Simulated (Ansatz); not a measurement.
## Electronic structure of C$_{4}$H$_{7}$N in real space

| atom | x (Å) | y (Å) | z (Å) |
| --- | --- | --- | --- |
| C | -1.1965 | 1.6449 | -0.0254 |
| N | 0.0045 | 1.2203 | 0.1022 |
| C | 0.2396 | -0.1708 | 0.1507 |
| C | -0.3719 | -0.9736 | 1.0501 |
| C | 1.3068 | -0.6362 | -0.8066 |
| H | -1.3849 | 2.7284 | -0.0040 |
| H | -2.0699 | 0.9735 | -0.1482 |
| H | -0.1052 | -2.0305 | 1.1331 |
| H | -1.0991 | -0.5765 | 1.7641 |
| H | 2.2367 | -0.0615 | -0.6523 |
| H | 0.9962 | -0.4651 | -1.8536 |
| H | 1.5205 | -1.7082 | -0.6760 |

Theory: RKS PBE-D4/6-31G* (Ansatz 0.2.0).

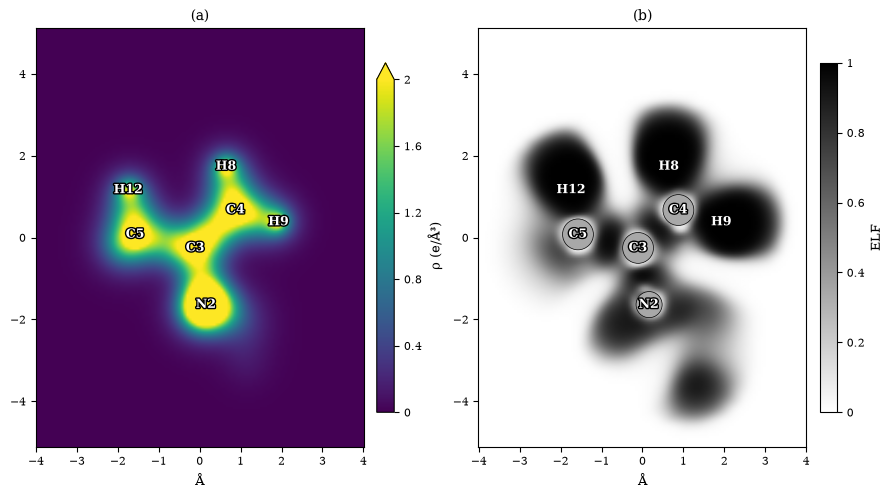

Figure 1. (a) total electron density; (b) electron localisation function on the plane of atoms C3, C4 and H9. Grey discs cover the atomic cores in the ELF map.

Read the bonding off the picture.

- Atoms in the plane: N, C and H.
- C–C (1.35 Å): ρ is about 2.2 e/Å³ halfway; the ELF peaks at about 0.90 between the atoms (a covalent bond).
- C–H (1.09 Å): ρ is about 1.9 e/Å³ halfway; the ELF climbs to about 1 towards the hydrogen, as it does in any bond to H; an ordinary covalent bond to hydrogen.
- C–N (1.41 Å): the density is about 2.1 e/Å³ at the midpoint; the ELF peaks at about 0.95 between the atoms; a shared electron pair.
- C–C (1.51 Å): the density is about 1.7 e/Å³ at the midpoint; the ELF peaks at about 0.95 between the atoms; localised, covalent bonding.
- The ELF also peaks beside N2, away from the bonds: lone-pair regions.

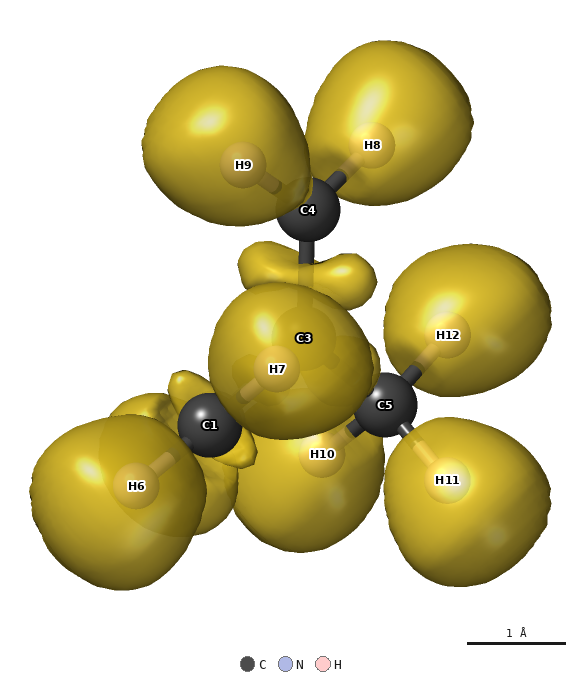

Figure 2. Isosurface of the electron localisation function at 0.85 (yellow), seen at an oblique angle. Core shells and regions of very low density are left out.

Describe the localisation domains.

The ELF exceeds this value in two regions between bonded C–C atoms (shared pairs), two regions between bonded C–N atoms (shared pairs), seven regions around hydrogen nuclei and one lobe on N, pointing away from the bonds (lone pairs).


C–N (1.28 Å): the ELF peaks at about 0.90 between the atoms; localised, covalent bonding.

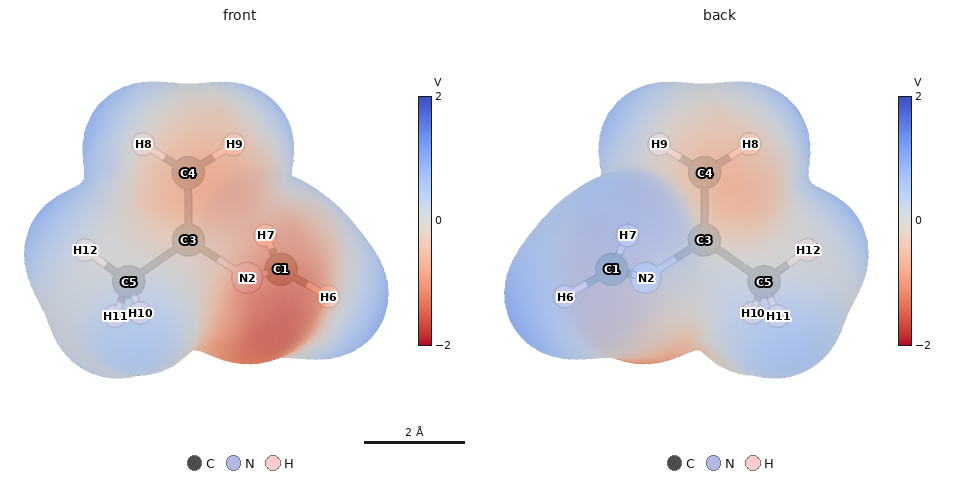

Figure 3. The electrostatic potential painted on the density surface at 0.002 e/bohr³, seen from the front and from behind; red is negative and blue positive.

Describe the electrostatic potential map.

The most negative region (about −1.5 V) lies over N2, the most positive (about +0.9 V) over H6 and H8. N2 is the likeliest acceptor of a hydrogen bond.

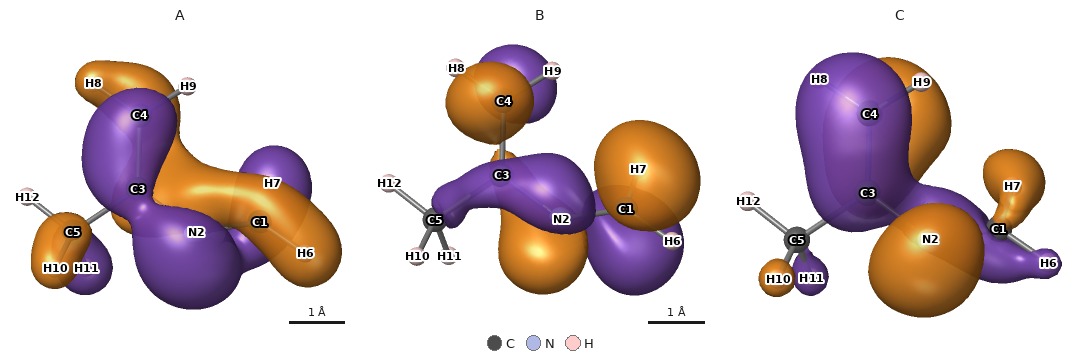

Figure 4. Three frontier orbitals at ±0.1 Å⁻³ᐟ² (orange and purple are the two phases), in no order.

Which picture is the HOMO−1, the HOMO and the LUMO?

A is the HOMO−1 (−6.47 eV). Its weight (Hirshfeld) is mainly on N2 (about 35 %), C3 (about 20 %), C1 (about 15 %) and C4 (about 15 %). C is the HOMO (−5.27 eV). By Hirshfeld shares it lies mainly on C4 (about 35 %), N2 (about 30 %), C3 (about 20 %) and C1 (about 5 %). B is the LUMO (−1.59 eV). It lies mainly on C1 (about 40 %), N2 (about 30 %), C4 (about 10 %) and C3 (about 5 %); π-antibonding (π*) across C1–N2.

What is the HOMO–LUMO gap?

3.68 eV between the orbital energies.
